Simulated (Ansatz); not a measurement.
The starting structures come from a database of crystals and need not be the phases stable at ambient conditions.

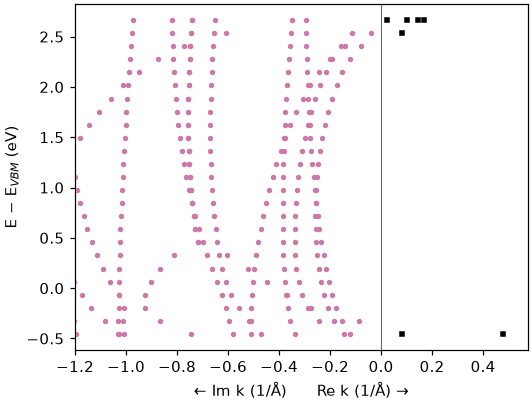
Figure. Complex bands at the centre of the two-dimensional zone; r2SCAN run with Ansatz (a program for electronic structure)

No gap correction and no spin-orbit coupling; mid-gap values are interpolated between computed energies.

Problem. This is TaO$_{2}$F (P4_2/mmc, not sure to be the ambient phase, 8 atoms a cell, 15.4 Å³ an atom, -5 GPa at this level) along the normal of (100). Read off the slowest decay at the centre of the two-dimensional zone at 1.24 eV, the computed energy nearest the middle of the gap.

Solution. κ ≈ 0.25 1/Å, a decay length 1/(2κ) of the density of 2.0 Å.
